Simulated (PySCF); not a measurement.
# C₃H₉NOSi₃: what the fields show

The calculation's input:

```
{"job": {"kind": "uv", "xc": "PBE0", "basis": "def2-SVPD", "nstates": 8, "ntriplets": 3}, "charge": 0, "multiplicity": 1}
N      2.449941     2.252583    -0.763996
C      1.465258     1.852108    -0.335506
C      0.250856     1.313427     0.157573
C     -0.963206     1.957227    -0.344499
O     -2.077296     1.673948     0.038132
Si    -0.005684    -0.575691    -0.442452
Si     1.992575    -1.615459     0.156805
Si    -2.123168    -1.038963     0.444372
H      0.255772     1.248050     1.245737
H     -0.816557     2.684108    -1.162861
H     -0.040646    -0.396084    -1.911854
H      3.196140    -1.084601    -0.480835
H      2.198714    -1.527071     1.607419
H      1.890487    -3.035914    -0.182883
H     -2.244600    -0.556216     1.819756
H     -3.262071    -0.628362    -0.367333
H     -2.173513    -2.511061     0.512516
```

Launched as:

```sh
OMP_NUM_THREADS=1 python probes_run.py task.json out
```

Geometry: GFN2-xTB.

These are results of PySCF, PBE0/def2-SVPD, SCF density, gas phase, not measurements.

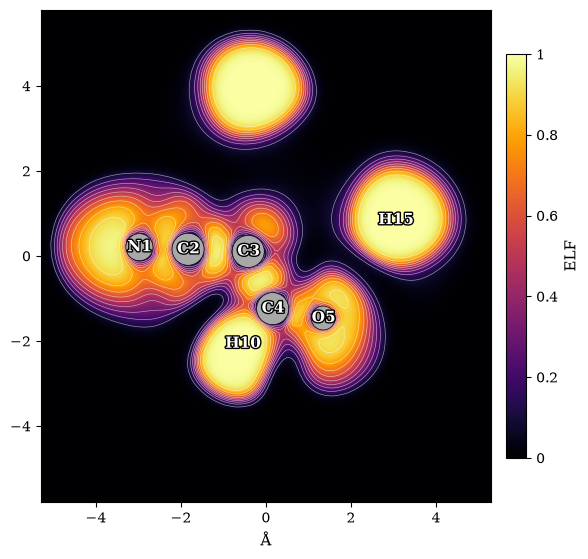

Figure 1. Electron localisation function on the plane of atoms C2, C3 and C4. Grey discs cover the atomic cores.

**Interpret the plot.**

The plane passes through N, C, O and H nuclei. C–N (1.15 Å): the ELF peaks at about 0.85 between the atoms (a multiple bond). C–O (1.21 Å): the ELF peaks at about 0.85 between the atoms; a multiple bond. C–C (1.42 Å): the ELF peaks at about 0.95 between the atoms: a covalent bond. C–H (1.10 Å): the ELF climbs to about 1 towards the hydrogen, as it does in any bond to H: a covalent bond by its length. C–C (1.46 Å): the ELF peaks at about 0.95 between the atoms: a covalent bond. The ELF also peaks beside O5 and N1, away from the bonds: lone-pair regions.

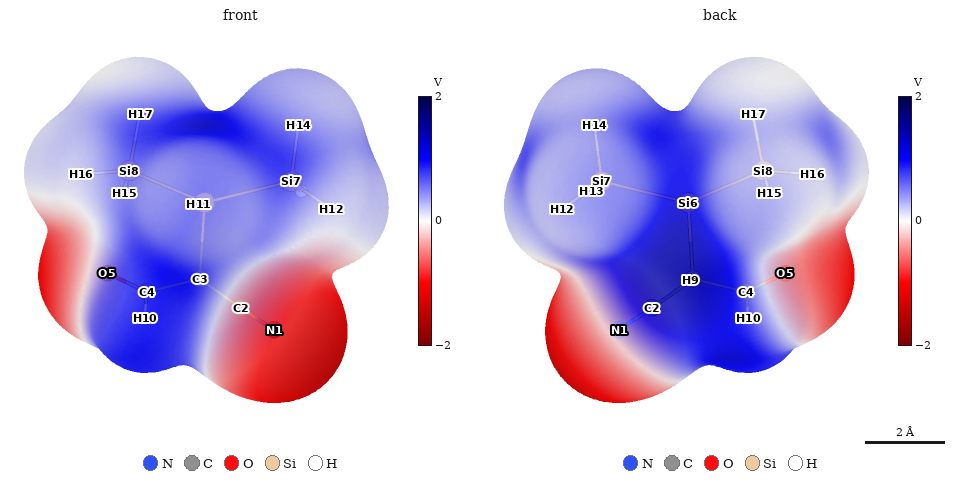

Figure 2. The electrostatic potential painted on the density surface at 0.001 e/bohr³, seen from the front and from behind; red is negative and blue positive.

**Which sites attract a positive test charge, and which a negative one?**

A positive charge is drawn to the negative regions and a negative charge to the positive ones. The most negative region (about −1.5 V) lies over N1, the most positive (about +1.5 V) over H9. N1 is the likeliest acceptor of a hydrogen bond.

**What dipole moment does the calculation give?**

Its dipole moment is 2.05 D.
